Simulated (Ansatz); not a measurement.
## C2H10OSi2 (SMILES C[SiH2]O[SiH2]C): the vertical ionisation energy, rung by rung

C2H10OSi2: 15 atoms, total charge 0, spin state singlet. As SMILES, `C[SiH2]O[SiH2]C`. The shape is that of a PBE0-D4/def2-TZVP optimisation. This is one conformer, not always the lowest.

Quantity: the vertical ionisation energy (to the doublet cation), in eV. The values are calculated.

| level | kind | program | value (eV) | CPU time (all runs) |
| --- | --- | --- | --- | --- |
| SVWN5/6-31G* (spherical functions) | LDA | Ansatz | 9.48 | 29 s |
| PBE/6-31G* (spherical functions) | GGA | Ansatz | 9.40 | 58 s |
| revPBE/6-31G* (spherical functions) | GGA | Ansatz | 9.38 | 59 s |
| B3LYP/6-31G* (spherical functions) | global hybrid | Ansatz | 9.88 | 68 s |
| PBE0/6-31G* (spherical functions) | global hybrid | Ansatz | 9.95 | 77 s |
| wB97X/6-31G* (spherical functions) | range-separated hybrid | Ansatz | 10.41 | 4.2 min |
| CCSD(T)/6-31G* (spherical functions) | coupled cluster or CI | Ansatz | 10.20 | 5 min |
| CCSD/6-31G* (spherical functions) | coupled cluster or CI | Ansatz | 10.31 | 4.1 min |

The values span 9.38 to 10.41 eV. The coupled-cluster rows rest on a doubtful reference here (large T1 or Brueckner and Hartree–Fock orbitals at odds), and rows may lie in different states. CPU times are rough (shared hosts, several kinds of processor and program).

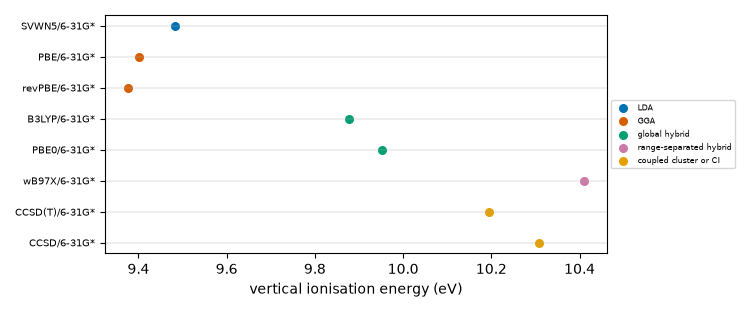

The values of the table, level by level.
